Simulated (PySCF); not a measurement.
**PbS₂⁻: structure of the doublet**

The task is one start of a wider search on PbS₂⁻: the doublet, from a side-on start. It is relaxed, tested by its Hessian and followed downhill if it is a saddle.

Method: PBE0, basis Pb def2-SVPD with ECP60, S def2-SVPD, scalar-relativistic core potentials, no spin–orbit coupling, density fitting; program: PySCF 2.14.0.

**1. Starting geometry**

3 atoms, charge -1, spin multiplicity 2.

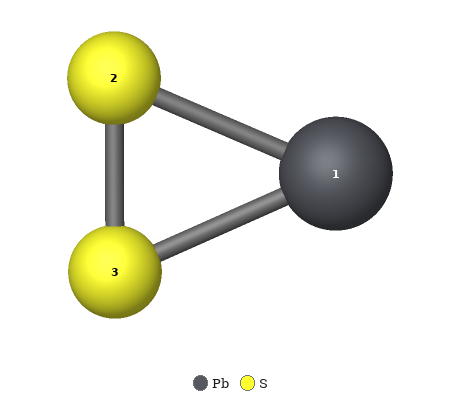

As it starts; lead dark grey, sulfur yellow; atoms are numbered from 1 in the order of the file.

Coordinates in bohr (charge -1 multiplicity 2):
```
Pb    0.0000    0.0000    0.0000
S     1.9275    0.0000    4.4044
S    -1.9275    0.0000    4.4044
```

**2. First SCF at the start**

The steps below are one call of a driver around PySCF. For each, scf.py gives the equivalent set-up of the SCF; relaxations use the driver's own optimiser. After this first run the driver tries any further starts and a stability analysis.

scf.py

```python
from pyscf import gto, scf, dft
mol = gto.M(atom='''
Pb     0.000000     0.000000     0.000000
S      1.020000     0.000000     2.330700
S     -1.020000     0.000000     2.330700''',
    basis={'Pb': 'def2-SVPD', 'S': 'def2-SVPD'},
    ecp={'Pb': 'def2-SVPD'},
    charge=-1, spin=1)
mf = dft.UKS(mol, xc='PBE0')
mf.grids.atom_grid = (50, 194)
aux = {'Pb': 'def2-universal-JKFIT', 'S': 'def2-universal-JKFIT'}
mf = mf.density_fit(auxbasis=aux)
mf.conv_tol = 1e-08
mf.diis_space = 10
mf.max_cycle = 60
mf.init_guess = 'minao'
mf.verbose = 4
mf.kernel()
```

The run is started by

```sh
$ OMP_NUM_THREADS=2 python axn.py task.json out
```

Standard output:

```text
init E= -964.895469798486
[... the frontier-level lines of each cycle are left out ...]
cycle= 1 E= -986.513503196736  delta_E= -21.6  |g|= 1.74  |ddm|= 9.85
cycle= 2 E= -935.392969417701  delta_E= 51.1  |g|= 4.74  |ddm|= 24.3
cycle= 3 E= -988.248892594762  delta_E= -52.9  |g|= 0.806  |ddm|= 24.1
cycle= 4 E= -988.815511311531  delta_E= -0.567  |g|= 0.123  |ddm|= 1.98
cycle= 5 E= -988.809755315366  delta_E= 0.00576  |g|= 0.161  |ddm|= 0.55
cycle= 6 E= -988.830741638063  delta_E= -0.021  |g|= 0.0429  |ddm|= 0.229
cycle= 7 E= -988.832165640246  delta_E= -0.00142  |g|= 0.0173  |ddm|= 0.0818
cycle= 8 E= -988.832417523147  delta_E= -0.000252  |g|= 0.00409  |ddm|= 0.0303
cycle= 9 E= -988.832436308912  delta_E= -1.88e-05  |g|= 0.000776  |ddm|= 0.00937
cycle= 10 E= -988.832437654815  delta_E= -1.35e-06  |g|= 0.000292  |ddm|= 0.00274
cycle= 11 E= -988.832438016297  delta_E= -3.61e-07  |g|= 0.000121  |ddm|= 0.00189
cycle= 12 E= -988.832438052093  delta_E= -3.58e-08  |g|= 4.84e-05  |ddm|= 0.00057
cycle= 13 E= -988.832438057675  delta_E= -5.58e-09  |g|= 6.37e-06  |ddm|= 0.000248
Extra cycle  E= -988.832438057787  delta_E= -1.12e-10  |g|= 3.66e-06  |ddm|= 2.98e-05
converged SCF energy = -988.832438057787  <S^2> = 0.75489562  2S+1 = 2.0048896
```

This step, with its further starts and checks, took 12 s on 2 threads of Arm Neoverse V2, shared host.

The starts that the driver tried:

```tsv
start	energy (Eh)
the minimal-basis guess	-988.832438
a thermally smeared density	-988.832438
a smeared PBE density	-988.832438
```

No lower solution of this spin turned up from the other starts or in the test of internal stability.

**3. Relaxation: side-on start, doublet**

The program finds C2v symmetry in the start, which this walk keeps. The walk stops when the largest gradient is under 0.0003 Eh/bohr and the energy has settled too.

scf.py, as its differences from that of step 2:

```diff
@@ -3,3 +3,3 @@
-Pb     0.000000     0.000000     0.000000
-S      1.020000     0.000000     2.330700
-S     -1.020000     0.000000     2.330700''',
+Pb     0.000000     0.000000    -0.548081
+S      1.020000     0.000000     1.782619
+S     -1.020000     0.000000     1.782619''',
@@ -16 +15,0 @@
-mf.init_guess = 'minao'
```

Steps of the walk:

```tsv
step	energy (Eh)	change (kJ/mol)	largest symmetric gradient (Eh/bohr)
0	-988.832438	0.00	0.03949
1	-988.838105	-14.88	0.00977
2	-988.838538	-16.01	0.00237
3	-988.838563	-16.08	0.00032
4	-988.838564	-16.08	0.00012
```

The walk took 8.8 s.

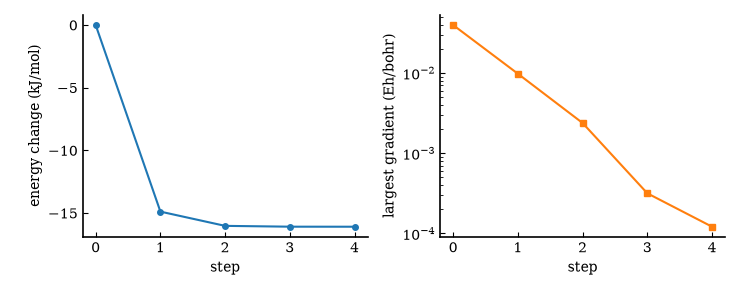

Energy and largest gradient along the walk.

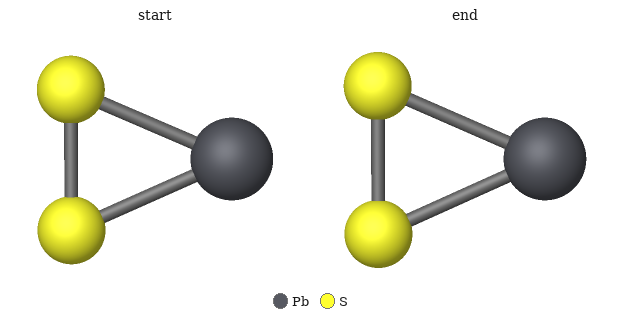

The geometry along the walk, at one scale.

It settles in C2v symmetry, 16.1 kJ/mol below the start, after 4 steps: Pb–S 2.647 Å (×2), S–S 2.147 Å; Pb–S–S 66.1° (×2), S–Pb–S 47.8°.

**4. Hessian and properties**

On the finer grid the gradient is checked again; gradients at displacements of ±0.02 bohr then give force constants and infrared intensities.

scf.py, as its differences from that of step 3:

```diff
@@ -3,3 +3,3 @@
-Pb     0.000000     0.000000    -0.548081
-S      1.020000     0.000000     1.782619
-S     -1.020000     0.000000     1.782619''',
+Pb     0.000000     0.000000    -0.569269
+S      1.073408     0.000000     1.851049
+S     -1.073408     0.000000     1.851049''',
@@ -10 +10 @@
-mf.grids.atom_grid = (50, 194)
+mf.grids.atom_grid = (75, 302)
@@ -13 +13 @@
-mf.conv_tol = 1e-08
+mf.conv_tol = 1e-10
```

This SCF starts from the last density.

SCF at the final geometry:

```text
init E= -988.838597390018
[... the frontier-level lines of each cycle are left out ...]
cycle= 1 E= -988.838597390019  delta_E= -1.82e-12  |g|= 8.39e-07  |ddm|= 2.29e-06
Extra cycle  E= -988.838597390019  delta_E=    0  |g|= 1.38e-06  |ddm|= 3.31e-06
converged SCF energy = -988.838597390019  <S^2> = 0.75562394  2S+1 = 2.0056161
```

The whole step took 24 s.

Geometry: C2v; Pb–S 2.648 Å (×2), S–S 2.147 Å; Pb–S–S 66.1° (×2), S–Pb–S 47.8°.

Modes, for the most abundant isotopes:

```tsv
symmetry	ω (cm⁻¹)	IR (km/mol)	μ (u)
b2	233	24.9	33.33
a1	249	36.8	39.69
a1	472	10.5	32.12
```

No imaginary mode, so this is a minimum.

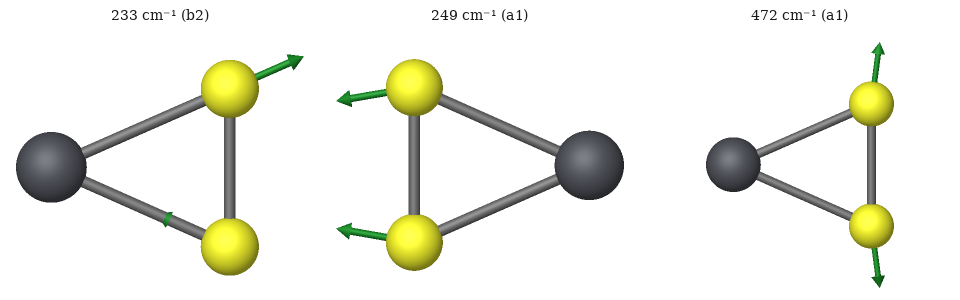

Displacements of 3 of the modes, as arrows (one member where a mode is degenerate).

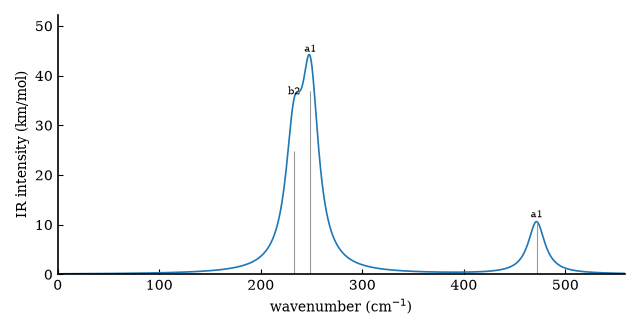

The harmonic infrared spectrum (widths in cm⁻¹). Lines are broadened to a width of 20 cm⁻¹ (Lorentzian).

Properties at this point:

- Dipole moment about the centre of mass: 6.52 D
- Highest occupied level: 0.18 eV
- Lowest empty level: 2.76 eV
- Rotational constants: 0.2288, 0.05884, 0.0468 cm⁻¹
- Zero-point energy: 5.7 kJ/mol
- Principal polarisabilities: 113.5, 123.2, 151.5 bohr³
- Principal traceless quadrupole moments about the centre of mass: -10.56, 4.07, 6.49 D Å
- Entropy at 298.15 K and 1 bar (electronic part: spin only): 311.3 J/(mol K)
- Heat capacity Cp at 298.15 K: 53.6 J/(mol K)
- Enthalpy at 298.15 K above 0 K: 13.19 kJ/mol
- Rotational symmetry number: 2
- Spin squared ⟨S²⟩: 0.756

Populations by atom (charges in e):

| atom | Mulliken | Löwdin | polar tensor | spin (Mulliken) | Mayer order to Pb1 |
| --- | --- | --- | --- | --- | --- |
| Pb1 | 0.32 | 0.12 | 0.22 | 1.03 | – |
| S2,3 | -0.66 | -0.56 | -0.61 | -0.02 | 0.66 |

Outer orbital energies (eV). α occupied: -11.46, -8.87, -4.65, -3.62, -3.49, -1.88, -0.76, 0.18; empty: 2.79, 3.05, 3.56, 4.11. β occupied: -15.78, -11.47, -8.27, -4.65, -3.46, -3.36, -1.85, -0.70; empty: 2.76, 2.99, 3.30, 3.60.

Mulliken populations on Pb1 (outside its core potential): s 3.88, p 7.74, d 10.06.

**5. Summary of results**

| quantity | value |
| --- | --- |
| minimum | doublet, C2v |
| geometry | Pb–S 2.648 Å (×2), S–S 2.147 Å; Pb–S–S 66.1° (×2), S–Pb–S 47.8° |
| wavenumbers (cm⁻¹) | 233 (b2), 249 (a1), 472 (a1) |
| dipole moment (centre of mass) | 6.52 D |
| highest occupied, lowest empty level (either spin) | 0.18, 2.76 eV |
| polar-tensor charge of Pb1 | +0.22 e |
| zero-point energy | 5.7 kJ/mol |
| entropy at 298.15 K | 311.3 J/(mol K) |
| ⟨S²⟩ | 0.756 |

The side-on start keeps its C2v symmetry and ends in a minimum. The strongest infrared band lies at 249 cm⁻¹ (a1). Most of the spin sits on Pb1 (Mulliken spin 1.03, against 1 for the whole molecule). Only this shape and spin were tried, so other structures or states may lie lower. A highest occupied level above zero is common for anions with such functionals; it warns that the extra electron is poorly described. Spin–orbit coupling, left out here, can matter for elements this heavy.

The search up to here took 46 s.
